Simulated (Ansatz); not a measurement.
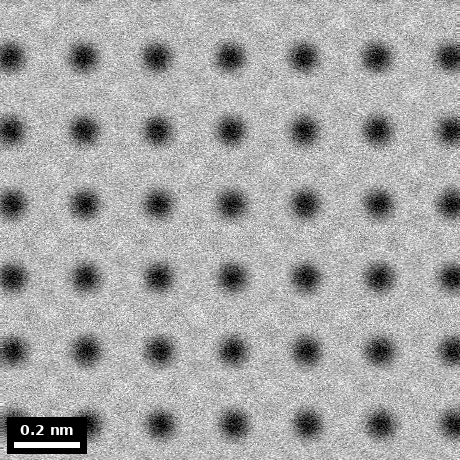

Phase-contrast TEM-like image of Mo (Im-3m, No. 229) along [001]. Simulated in the weak-phase-object approximation with neutral-atom potentials: 300 kV, Cs = 40 µm, defocus −106 Å (negative is underfocus), defocus spread 8 Å, aperture 1.15 1/Å. Shot noise and a slight drift were added. Structure used: the input geometry of a calculation.

> Do the atom columns appear dark or bright, and why?

Dark. With positive Cs and underfocus sin χ is negative over the pass band, so the strongest columns (Mo) come out darker than the background.

> What point resolution do these settings give, and which lattice spacings pass?

About 0.9 Å (0.66 |Cs|^(1/4) λ^(3/4) with λ = 0.0197 Å). The spacings that carry visible contrast are {110} at 2.23 Å, {200} at 1.58 Å, {220} at 1.12 Å, {310} at 1.00 Å.
